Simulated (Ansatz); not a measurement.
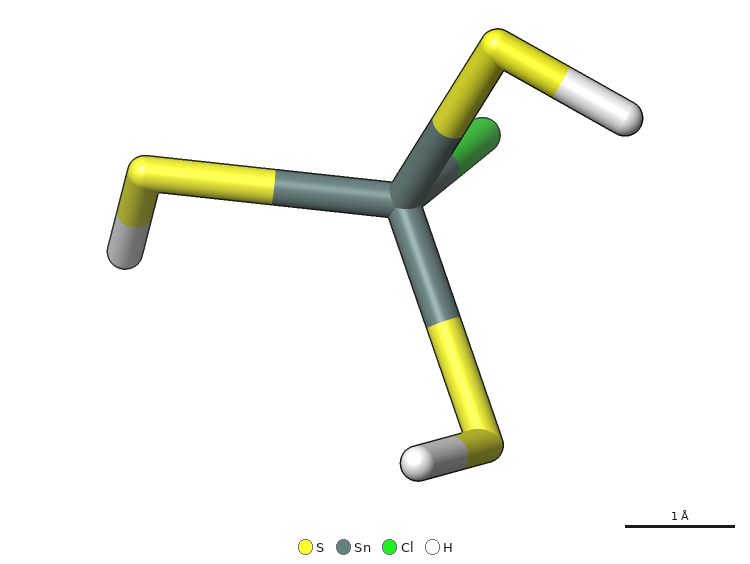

Rendered structure (stick style). Every bond is drawn as one stick, whatever its order.

What does the picture show?

Formula ClH3S3Sn. SMILES: `[SH][Sn]([SH])([SH])[Cl]`. Coordination: 3 S bent; 1 Sn tetrahedral.

The parts below concern this one geometry. Atoms keep their numbers from picture to picture. Computed geometry: PBE0-D4/def2-TZVP optimisation.

### Charges

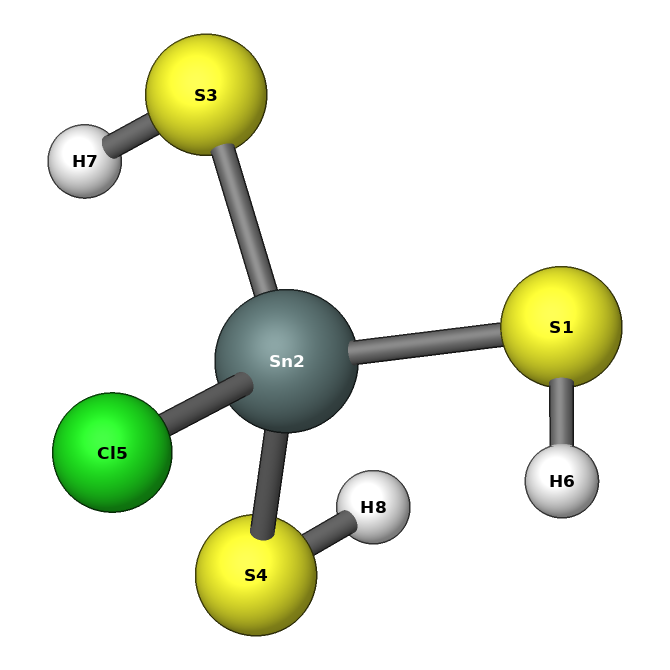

The questions are on Mulliken charges. Level of theory: RKS B3LYP-D4/def2-TZVPP, core potentials on Sn (Ansatz 0.2.0).

Give the Mulliken charges atom by atom.

```json
{"atom": "S1", "value (e)": "−0.32"}
{"atom": "Sn2", "value (e)": "0.93"}
{"atom": "S3", "value (e)": "−0.32"}
{"atom": "S4", "value (e)": "−0.32"}
{"atom": "Cl5", "value (e)": "−0.35"}
{"atom": "H6", "value (e)": "0.13"}
{"atom": "H7", "value (e)": "0.13"}
{"atom": "H8", "value (e)": "0.12"}
```

### Vibrations

Harmonic vibrations computed with RKS PBE0-D4/def2-TZVP, core potentials on Sn (Ansatz 0.2.0) at a stationary point of the same level.

> List the wavenumbers.

18 modes: 44, 83, 98, 107, 116, 118, 163, 198, 338, 372, 376, 378, 690, 718, 739, 2703, 2706, 2707 cm⁻¹.

### Dipole moment

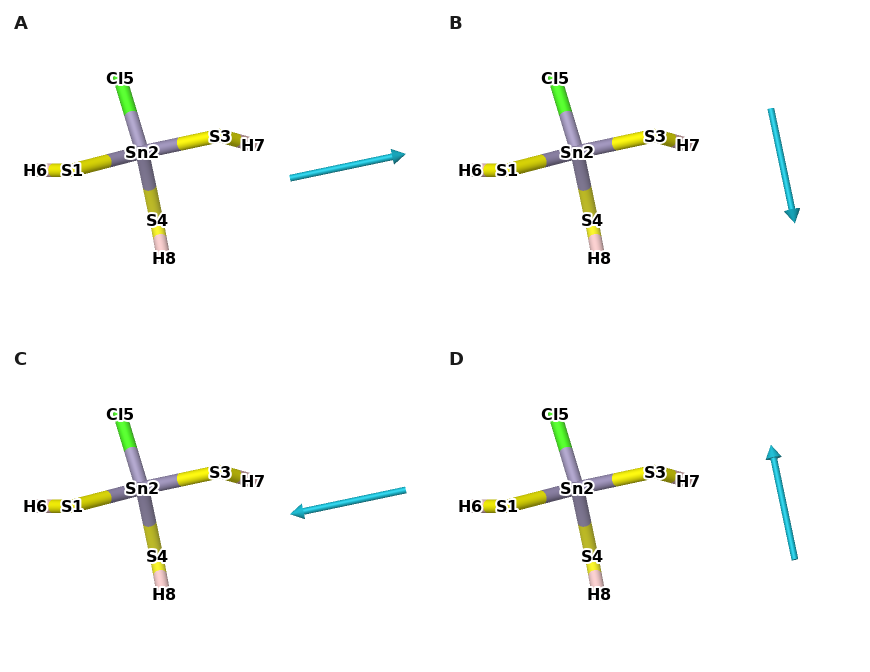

The same molecule four times, each with an arrow. Properties computed with RKS PBE-D4/def2-TZVPP, core potentials on Sn (Ansatz 0.2.0).

> Which arrow points along the dipole moment, from the negative to the positive end?

B. The dipole moment is 1.69 D; it points from the side of Cl5 to the side of H8 (the outermost atoms at the two ends).

Mulliken values depend strongly on the basis set and can even reverse the polarity of a bond.
